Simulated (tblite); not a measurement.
Molecular dynamics of C6H9NO

System: C6H9NO.
Method: GFN2-xTB Langevin dynamics, gas phase (tblite 0.8.0).

It belongs to a series of runs on one base structure; here: H on C replaced by CHO.

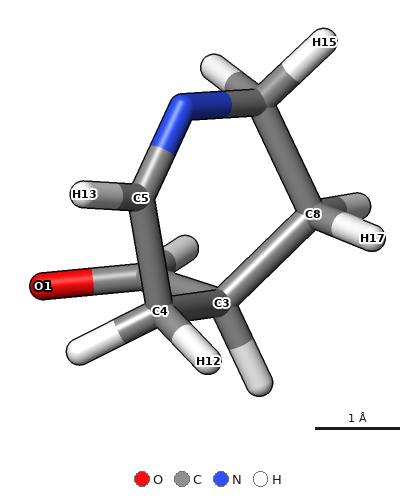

The starting structure (stick view, seen at a tilt; atoms are numbered from 1 in the order of the input).

## The input
```
{"job": {"kind": "md", "xc": "GFN2-xTB", "basis": "xTB", "temperature": 400, "steps": 2000, "every": 50}, "charge": 0, "multiplicity": 1}
O      1.935792     0.638616     1.604356
C      1.711441    -0.073532     0.668091
C      0.819716     0.260514    -0.502153
C     -0.087283     1.450426    -0.187498
C     -1.296251     1.012556     0.590524
N     -1.698863    -0.158056     0.790723
C     -0.991362    -1.284332     0.249139
C     -0.032805    -0.948302    -0.896748
H      2.188348    -1.071527     0.580994
H      1.503328     0.508300    -1.325772
H      0.459585     2.187489     0.405003
H     -0.419837     1.941036    -1.106360
H     -1.889627     1.806482     1.031473
H     -0.446679    -1.745026     1.081588
H     -1.748299    -2.003176    -0.079337
H      0.596066    -1.810362    -1.124510
H     -0.610269    -0.699076    -1.789424
```

The first line tells a small driver script what to run in tblite; the rest is the geometry in Å.

Run on 1 CPU thread, shared host.

Launched with:
```bash
OMP_NUM_THREADS=1 python <driver script> task.json out
```

## Output
```
t/fs     T/K      E/eV
    0.0   345.3   -663.72463
   25.0   237.9   -663.01490
   50.0   357.5   -663.22684
   75.0   286.8   -663.10892
  100.0   405.5   -663.31843
  125.0   327.1   -663.18026
  150.0   318.9   -663.05591
  175.0   333.0   -663.22225
  200.0   269.2   -663.15462
  225.0   220.1   -663.24379
  250.0   254.4   -663.31847
  275.0   286.0   -663.29123
  300.0   218.5   -663.12091
  325.0   323.7   -663.17319
  350.0   307.8   -663.08196
  375.0   346.8   -662.97746
  400.0   301.5   -663.03742
  425.0   431.9   -663.14954
  450.0   385.8   -662.98827
  475.0   398.5   -663.01922
  500.0   503.6   -662.90099
  525.0   351.1   -663.08005
  550.0   390.1   -663.11212
  575.0   377.5   -662.78348
  600.0   384.2   -662.80930
  625.0   450.6   -662.91044
  650.0   443.1   -662.92505
  675.0   474.5   -662.91796
  700.0   439.5   -663.10513
  725.0   269.6   -662.96643
  750.0   359.4   -662.94469
  775.0   404.7   -662.97978
  800.0   479.3   -663.10609
  825.0   455.0   -662.75080
  850.0   400.9   -662.77177
  875.0   532.4   -663.01030
  900.0   503.1   -662.66639
  925.0   496.3   -662.76673
  950.0   358.1   -662.76848
  975.0   490.7   -662.64786
 1000.0   478.0   -662.57414
```

## Trajectory as extended XYZ (Å, eV, eV/Å), 13 of the 41 frames kept, from step=0 to step=40
```
17
Properties=species:S:1:pos:R:3:forces:R:3 step=0 time_fs=0.0 energy=-663.72463 temperature=345.3
O     1.9358    0.6386    1.6044   -0.0016   0.0019   0.0008
C     1.7114   -0.0735    0.6681   -0.0022  -0.0029   0.0042
C     0.8197    0.2605   -0.5022    0.0025  -0.0020   0.0001
C    -0.0873    1.4504   -0.1875    0.0031   0.0005  -0.0001
C    -1.2963    1.0126    0.5905   -0.0038   0.0007  -0.0045
N    -1.6989   -0.1581    0.7907   -0.0001   0.0011   0.0062
C    -0.9914   -1.2843    0.2491   -0.0025  -0.0010   0.0009
C    -0.0328   -0.9483   -0.8967   -0.0003  -0.0017  -0.0016
H     2.1883   -1.0715    0.5810    0.0001  -0.0020  -0.0060
H     1.5033    0.5083   -1.3258    0.0019   0.0040  -0.0007
H     0.4596    2.1875    0.4050    0.0035   0.0033   0.0014
H    -0.4198    1.9410   -1.1064   -0.0048  -0.0014   0.0008
H    -1.8896    1.8065    1.0315   -0.0003   0.0027   0.0001
H    -0.4467   -1.7450    1.0816    0.0043   0.0014  -0.0007
H    -1.7483   -2.0032   -0.0793   -0.0027  -0.0029  -0.0018
H     0.5961   -1.8104   -1.1245    0.0024  -0.0029   0.0034
H    -0.6103   -0.6991   -1.7894    0.0007   0.0015  -0.0026
17
Properties=species:S:1:pos:R:3:forces:R:3 step=3 time_fs=75.0 energy=-663.10892 temperature=286.8
O     1.6617    0.8067    1.6151    0.0787  -0.1003   0.5048
C     1.4888    0.0571    0.7073    0.1396   0.2489  -1.1116
C     0.6201    0.2562   -0.4901   -1.4439   0.8995  -0.6276
C    -0.5390    1.3361   -0.3139    2.2038   0.2272  -0.1671
C    -1.4771    0.8626    0.6937   -0.8077  -0.2727  -0.0662
N    -1.8092   -0.3320    0.8475   -0.9079   0.3380   1.3078
C    -1.0493   -1.3906    0.3648   -0.4765  -1.6213  -0.8131
C    -0.0866   -1.0912   -0.8071    1.2173  -0.5119   1.6471
H     2.0479   -0.8701    0.4769    0.4322  -0.1348   0.8747
H     1.2897    0.5996   -1.3169   -0.3410  -0.4018   0.4027
H    -0.2051    2.3735   -0.0994    0.3089  -0.7370   0.0422
H    -1.0906    1.4040   -1.2287   -0.2663  -0.0194  -0.8374
H    -2.0476    1.5929    1.2209   -0.4108   0.4175   0.3388
H    -0.5246   -1.7241    1.2735    0.2449  -0.2563  -0.3101
H    -1.7553   -2.2501    0.0682    0.7956   1.0548   0.3549
H     0.6357   -1.9716   -0.7380   -0.6549   1.1574  -0.8793
H    -0.6332   -1.0025   -1.7180   -0.1118  -0.2879  -0.6606
17
Properties=species:S:1:pos:R:3:forces:R:3 step=7 time_fs=175.0 energy=-663.22225 temperature=333.0
O     1.8071    1.0011    1.3361   -0.7309  -1.2691  -0.9958
C     1.4979    0.0611    0.6176    0.5059   1.8678   1.0594
C     0.4406    0.0222   -0.4382   -0.8362   0.0161   0.1641
C    -0.5782    1.2154   -0.2591    2.6140  -0.4982  -2.0318
C    -1.6207    0.8720    0.6729   -0.7019   0.2727  -0.0054
N    -2.0055   -0.2654    0.9766   -0.6284  -1.0956   1.3019
C    -1.2913   -1.4512    0.6619   -0.5715  -1.2700   1.4698
C    -0.2937   -1.3537   -0.4325    0.6899   0.8496  -1.3200
H     2.1185   -0.8214    0.5945    0.4120  -0.7803   0.1849
H     1.1022    0.0565   -1.3347   -0.7340   0.3029   0.0228
H     0.0656    2.0593    0.0352   -0.6194   0.0558  -0.1183
H    -1.1036    1.4027   -1.2259    0.5624   0.1914   0.4272
H    -2.2555    1.6869    0.9448   -0.4110   0.4568   0.4454
H    -0.8227   -1.8698    1.5891   -0.1311   0.7030  -0.2124
H    -2.0576   -2.2329    0.4586    0.1949   0.4079  -0.2482
H     0.4663   -2.1127   -0.4129    0.2984  -0.5750   0.2794
H    -0.8425   -1.5123   -1.3582    0.0870   0.3641  -0.4230
17
Properties=species:S:1:pos:R:3:forces:R:3 step=10 time_fs=250.0 energy=-663.31847 temperature=254.4
O     1.7858    1.0253    1.1931    0.0020   0.2913   0.2373
C     1.4938    0.1270    0.4587    0.5301  -0.1147   0.2931
C     0.3176    0.1265   -0.4775   -0.4633  -0.1738   0.0058
C    -0.5943    1.3530   -0.2298    1.4194   0.0302  -0.2461
C    -1.6437    1.0317    0.7851   -0.0363   0.1703  -0.9201
N    -2.0158   -0.1030    1.1543   -0.5575  -0.3847   0.2819
C    -1.4257   -1.3355    0.6943   -0.1962   0.6969   1.5758
C    -0.4501   -1.2129   -0.4187    1.4754  -0.3497  -0.6145
H     2.2002   -0.7500    0.4058   -0.6421   0.0899  -0.2222
H     0.8055    0.2303   -1.4502   -0.0848  -0.1490  -0.2739
H     0.1337    2.1178    0.1045   -0.5734   0.0005   0.4249
H    -0.9984    1.8069   -1.1504   -0.2244  -0.5848   0.2255
H    -2.2216    1.8928    1.0900   -0.0560  -0.0243   0.4491
H    -0.8968   -1.7588    1.5510    0.1170   0.1902   0.4809
H    -2.2101   -2.0723    0.5424   -0.3722   0.1991  -0.4805
H     0.2687   -2.0277   -0.2423    0.1218   0.1500  -0.4688
H    -0.9083   -1.3844   -1.3670   -0.4595  -0.0375  -0.7481
17
Properties=species:S:1:pos:R:3:forces:R:3 step=13 time_fs=325.0 energy=-663.17319 temperature=323.7
O     1.9036    1.1457    0.9459   -0.3081  -0.7577  -0.4530
C     1.3781    0.1408    0.5139    0.3584   0.7328   1.3464
C     0.2274    0.1912   -0.4672    0.2159  -1.4376   0.2361
C    -0.7069    1.3450   -0.2276   -0.4732  -0.0531   1.0062
C    -1.7559    0.9654    0.8579   -0.6737   0.5177  -0.5855
N    -2.0053   -0.1636    1.3727   -0.3469   2.6246  -0.3316
C    -1.2869   -1.2503    0.9278    0.9046  -1.5981  -0.6948
C    -0.6459   -1.0798   -0.4524    2.7798  -0.9916   0.4448
H     1.7465   -0.8511    0.9273   -0.4591   0.4141  -0.7381
H     0.7749    0.2084   -1.4111   -0.1683   0.4043  -0.4172
H    -0.1587    2.2187    0.0782    0.3332   0.4074   0.6816
H    -1.1168    1.6636   -1.1656   -0.9246  -0.1010  -0.4506
H    -2.4828    1.7433    1.1504    0.7727  -0.0653  -0.1014
H    -0.6014   -1.5068    1.7370    0.3559  -0.3110  -0.1487
H    -1.9990   -2.0458    0.8063   -0.4498  -0.8340   0.2988
H     0.0390   -1.9473   -0.7617   -0.9529   0.7517   0.7430
H    -1.3967   -1.0370   -1.1886   -0.9639   0.2967  -0.8360
17
Properties=species:S:1:pos:R:3:forces:R:3 step=17 time_fs=425.0 energy=-663.14954 temperature=431.9
O     1.5926    1.5195    1.1034   -0.3066  -0.5029  -0.1458
C     1.2268    0.4636    0.6668    0.3995  -0.6619  -0.3433
C     0.1064    0.2233   -0.3479    1.6089   0.7127  -0.9313
C    -0.9420    1.3208   -0.2621    0.2258  -0.5386   0.3851
C    -1.7503    1.0868    0.9922   -0.4616   0.6247   0.0432
N    -1.8637   -0.0164    1.5689   -0.4956   1.3417   1.5733
C    -1.1290   -1.1667    1.3024    1.5093   0.3919  -1.3250
C    -0.5396   -1.1151   -0.1584   -1.9724   0.4973   0.2378
H     1.7779   -0.5178    0.9077   -0.3848   0.8770  -0.0381
H     0.6597    0.3048   -1.3841   -0.8114  -0.2600   1.4878
H    -0.4028    2.2458   -0.3382   -0.2647   0.7473   0.2297
H    -1.6118    1.1819   -1.0926   -0.4098   0.3201  -0.4881
H    -2.3881    1.8921    1.4286    0.5794  -0.4663  -0.6546
H    -0.3590   -1.3231    2.1145   -0.4984   0.2891  -0.8969
H    -1.8371   -1.9296    1.3841   -0.9391  -1.6921   0.1070
H     0.1324   -1.8877   -0.2867    1.3959  -1.6878  -0.3571
H    -1.3706   -1.2211   -0.9362    0.8255   0.0079   1.1165
17
Properties=species:S:1:pos:R:3:forces:R:3 step=20 time_fs=500.0 energy=-662.90099 temperature=503.6
O     1.2255    1.6068    1.4362    0.5121  -0.1825   0.0390
C     1.2344    0.6597    0.6977   -2.2853   1.4706  -0.1636
C     0.0945    0.3777   -0.2963    0.7122  -0.0779   0.8382
C    -1.0702    1.3921   -0.2028    2.8833   0.6076  -1.8797
C    -2.0169    0.9571    0.7746   -3.1843   2.0291  -0.9099
N    -2.1144   -0.0859    1.4191   -0.1339  -1.0672   0.7916
C    -1.0300   -1.0075    1.3342   -0.5408  -1.8128   3.7536
C    -0.3691   -1.0830    0.0549    1.1170   1.0344  -3.9156
H     1.9688   -0.0955    0.6699    1.3114  -0.9123   0.1478
H     0.6021    0.4671   -1.2511   -0.1278  -0.3235  -0.4978
H    -0.6237    2.4069    0.0682   -0.6415  -1.0513  -0.3429
H    -1.5121    1.4536   -1.2406    0.1050   0.2069   1.0758
H    -2.9273    1.6112    0.6966    0.4860  -0.4210   0.8360
H    -0.3798   -0.7444    2.2063    0.0768  -0.1727  -0.5630
H    -1.4671   -2.0073    1.6367    0.2851   0.6205  -0.3277
H     0.5417   -1.7287   -0.1547   -1.2952   0.2958   0.8013
H    -1.1709   -1.3114   -0.6970    0.7201  -0.2436   0.3169
17
Properties=species:S:1:pos:R:3:forces:R:3 step=23 time_fs=575.0 energy=-662.78348 temperature=377.5
O     1.0517    1.8307    1.5864    0.7839  -1.3137  -0.2591
C     1.2052    0.8078    0.9686   -0.4321  -0.6991  -0.9057
C     0.2902    0.3911   -0.2491   -1.2432   1.2183   4.3259
C    -0.8305    1.3999   -0.2483    0.2436   0.8876   0.7775
C    -1.9804    0.9397    0.5810   -0.7267  -0.1255   0.5532
N    -2.2248   -0.1403    1.1903   -0.2125   0.7625  -0.1605
C    -1.2673   -1.1746    1.1052    2.1521   1.9706  -0.5609
C    -0.3643   -0.9438   -0.1422    2.3662  -2.6991   2.0093
H     2.0173    0.0042    1.0879   -0.5569   1.1024   0.4568
H     0.8824    0.4088   -1.0555    2.2361   0.2508  -3.0994
H    -0.4021    2.3434    0.1628   -0.5084  -0.3374   0.1631
H    -1.2165    1.7217   -1.1813   -0.3171  -0.1390  -1.2782
H    -2.7805    1.6488    0.6719   -0.2747   0.5068   0.0107
H    -0.6363   -1.1639    2.0255   -0.2006   0.1365  -0.4223
H    -1.6905   -2.1142    1.0583   -1.2497  -1.8861  -0.1688
H     0.4038   -1.7843   -0.0748   -0.3205   0.8491  -0.0170
H    -0.7652   -1.0870   -1.0877   -1.7394  -0.4848  -1.4247
17
Properties=species:S:1:pos:R:3:forces:R:3 step=27 time_fs=675.0 energy=-662.91796 temperature=474.5
O     1.1173    1.7364    1.8294   -1.3936  -2.7853  -0.4403
C     0.6298    0.6604    1.4677    1.2255   1.5474  -0.6928
C     0.0580    0.4367    0.0480    2.8475   0.6459  -0.6542
C    -1.0908    1.3915   -0.1033    0.0977   0.7353  -0.9240
C    -2.1296    0.9525    0.8098   -1.2874  -1.6415   1.6664
N    -2.2230   -0.2237    1.2881    0.1486   0.7490   0.3413
C    -1.3888   -1.3229    0.9116   -0.3881  -0.3310  -2.4077
C    -0.3155   -1.0313   -0.2195    0.0431   1.5594   2.3956
H     0.6799   -0.3160    1.9890    0.2017   0.6628   0.5827
H     1.0065    0.7268   -0.6240   -1.8681  -0.3179   0.8814
H    -0.8168    2.4091    0.1588    0.2718   0.2067  -0.1049
H    -1.5291    1.4011   -1.1011    0.2016   0.0459  -0.3584
H    -2.9046    1.6517    1.1639    0.4111  -0.2885  -0.2690
H    -0.9718   -1.9001    1.7122    0.1458   0.2579   0.7756
H    -2.1366   -1.9892    0.4492    0.0862  -0.2477   0.0877
H     0.6161   -1.5720   -0.1749    0.0006  -0.6816   0.3749
H    -0.7072   -1.1336   -1.1849   -0.7441  -0.1169  -1.2542
17
Properties=species:S:1:pos:R:3:forces:R:3 step=30 time_fs=750.0 energy=-662.94469 temperature=359.4
O     1.2060    1.7989    1.7732   -0.4076   0.1115   0.3688
C     0.8661    0.7198    1.3760    1.1423  -0.1919   0.0625
C     0.0069    0.4474    0.2078    0.9655  -1.0078  -0.3761
C    -1.1679    1.2948    0.0959   -2.7750   0.6137   0.9630
C    -2.3269    0.8344    0.9937   -0.0955   0.4439   0.0526
N    -2.5988   -0.3297    1.3874    1.3487  -0.0622  -1.2607
C    -1.6865   -1.3552    0.8984    0.8848  -1.1045   1.1872
C    -0.4288   -1.0021   -0.0024   -2.4254   1.5395  -0.4709
H     1.4274   -0.1911    1.6470    0.0313  -0.1653   0.5723
H     0.6997    0.8443   -0.5542    0.1774  -0.6763  -0.4559
H    -0.8899    2.2959    0.4018   -0.2987   0.4442  -0.3939
H    -1.6545    1.1942   -0.8742    0.3622   0.6272  -0.3959
H    -3.0271    1.6346    1.2236    0.0341  -0.1524   0.2585
H    -1.2445   -1.8684    1.8397   -0.8529   0.6076  -1.1584
H    -2.2903   -2.1217    0.3584    0.2892   0.4932   0.4767
H     0.2978   -1.7088    0.2191    1.3640  -1.1290   0.1057
H    -0.7483   -1.0359   -1.0645    0.2556  -0.3913   0.4646
17
Properties=species:S:1:pos:R:3:forces:R:3 step=33 time_fs=825.0 energy=-662.75080 temperature=455.0
O     1.0816    1.9355    1.8468   -0.3945  -1.3821  -0.0608
C     0.7080    0.8037    1.5527    2.4693   2.4013   1.8421
C     0.0776    0.4950    0.3150   -3.0882   1.7552  -1.4372
C    -1.2417    1.4526    0.3428   -0.4011  -0.6519   0.1924
C    -2.5006    0.7695    0.8863   -0.3651  -0.8093  -0.3286
N    -2.6689   -0.3967    1.3580    0.2349   1.4272  -1.0543
C    -1.5100   -1.2210    1.3491    0.0832  -0.4144  -2.4942
C    -0.4538   -0.8655    0.2106   -0.7250  -2.5919   0.4859
H     0.9265   -0.0133    2.2503   -0.0849  -0.2914   0.1807
H     0.6920    0.6365   -0.5857   -0.0340   0.7659   0.3756
H    -1.1879    2.3036    1.0723    0.5721  -0.3533  -1.1453
H    -1.5276    1.7345   -0.6833    0.4244   0.3783   0.4559
H    -3.4201    1.3396    0.7541    0.2804   0.2386   0.2940
H    -1.0403   -1.0113    2.2466    1.0155  -0.4300   2.0239
H    -1.8823   -2.2516    1.2098    0.4746   0.2753   0.3589
H     0.4159   -1.5344    0.3174   -0.4141  -0.3101  -0.0161
H    -0.8918   -1.0381   -0.7836   -0.0476  -0.0076   0.3270
17
Properties=species:S:1:pos:R:3:forces:R:3 step=37 time_fs=925.0 energy=-662.76673 temperature=496.3
O     1.0047    2.1571    2.0299    0.8217   0.5947   1.1228
C     0.4302    1.1206    1.9125   -0.7751  -0.0259   0.2011
C    -0.2500    0.8469    0.6453    0.0928  -1.2642  -2.2848
C    -1.4311    1.7491    0.3894   -0.8276  -0.2848  -0.0767
C    -2.6608    1.0169    0.7657   -1.0148  -0.1110  -0.2363
N    -2.8443   -0.1957    1.0294   -0.7955  -0.3095   1.1525
C    -1.7365   -1.0424    1.3931    0.7472   2.2576   0.5690
C    -0.6084   -0.6300    0.4242    0.5529  -1.6150   1.5084
H     0.2839    0.3399    2.6735    0.4915   0.1741   0.4342
H     0.5083    1.1656   -0.0548    0.4801  -0.1530  -0.8280
H    -1.2890    2.6566    0.8961    0.0442   1.2536   1.4875
H    -1.6495    2.1783   -0.5976    0.5652  -0.8733  -0.5501
H    -3.5798    1.5835    0.6759   -0.1795   0.1222  -0.1972
H    -1.4739   -0.7406    2.4588   -0.2070  -0.4702  -0.9077
H    -1.9427   -2.0910    1.4108   -0.4594  -0.4536  -0.3495
H     0.2454   -1.2899    0.7353   -0.2441   0.6302  -0.8452
H    -1.0317   -0.9341   -0.5369    0.7073   0.5282  -0.2000
17
Properties=species:S:1:pos:R:3:forces:R:3 step=40 time_fs=1000.0 energy=-662.57414 temperature=478.0
O     0.9327    2.3638    2.0526   -1.3070  -2.2072   0.4514
C     0.2927    1.3167    1.9860    0.6520   1.7410  -1.3551
C    -0.3698    0.8928    0.6084    2.3289   0.9607   1.4882
C    -1.6655    1.6696    0.2830    1.4738   0.4031  -2.3599
C    -2.7756    0.9529    0.8372   -2.5932  -0.4848  -0.0586
N    -2.8137   -0.2250    1.2484   -1.1060  -0.8347   0.6739
C    -1.6960   -1.0701    1.4964   -0.7343   0.2757  -0.9552
C    -0.4734   -0.6227    0.6879   -1.4545  -0.7968   0.0442
H     0.2076    0.5629    2.8216    0.0366   0.7716  -0.4995
H     0.4123    1.1853   -0.1606   -0.6784  -0.2909   0.7351
H    -1.7634    2.7812    0.3472    0.7315  -0.8670   0.7930
H    -1.6616    1.5530   -0.8459   -0.6259  -0.0258   0.6590
H    -3.8110    1.3840    0.7652    0.9595   0.0373   0.0636
H    -1.6546   -1.1009    2.5492    0.8766   0.6592   1.6519
H    -1.9641   -2.1282    1.3569   -0.1529   0.1604  -0.9504
H     0.3106   -1.1390    1.1739    1.5782   0.1485   0.3408
H    -0.5920   -1.1288   -0.2593    0.0150   0.3497  -0.7225
```

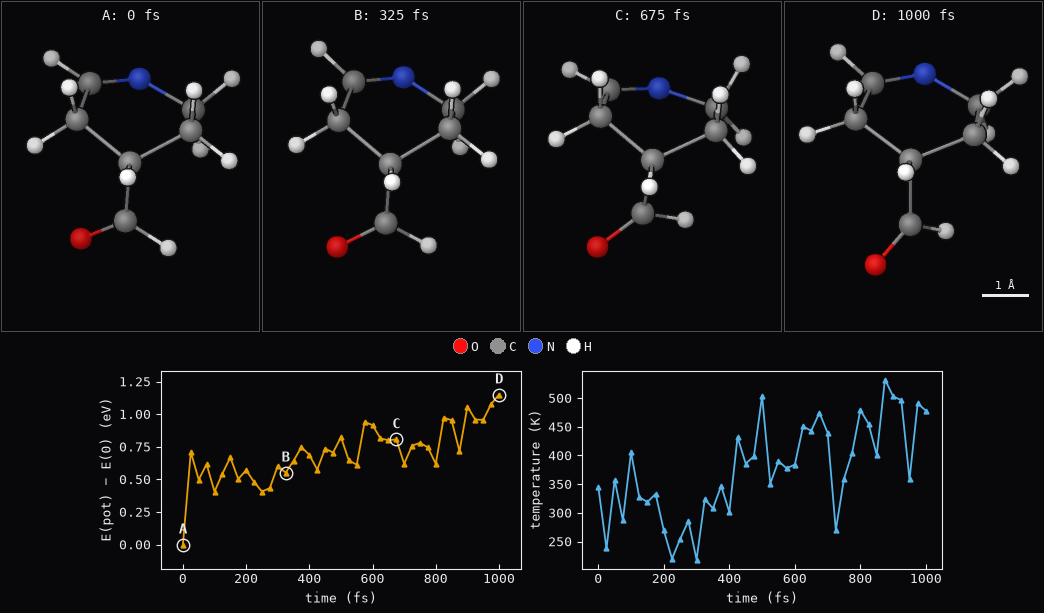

Frames of the molecular dynamics (ball-and-stick, seen at a tilt) above the curves, on which the letters mark them. The trajectory kept here has 41 frames over 1000 fs. The temperature starts at 345 K, ranges from 218 to 532 K and averages 431 K over the second half. The potential energy ends 1.150 eV above its first value. After an unweighted best fit of the last frame on the first, the root-mean-square displacement is 0.40 Å, and O1 has moved furthest (1.21 Å).

## Results in brief

```csv
quantity,value
outcome,finished
mean temperature over the second half,431 K
trajectory,"41 frames kept, 1000 fs"
wall time,19 s
peak memory,0.18 GiB
```
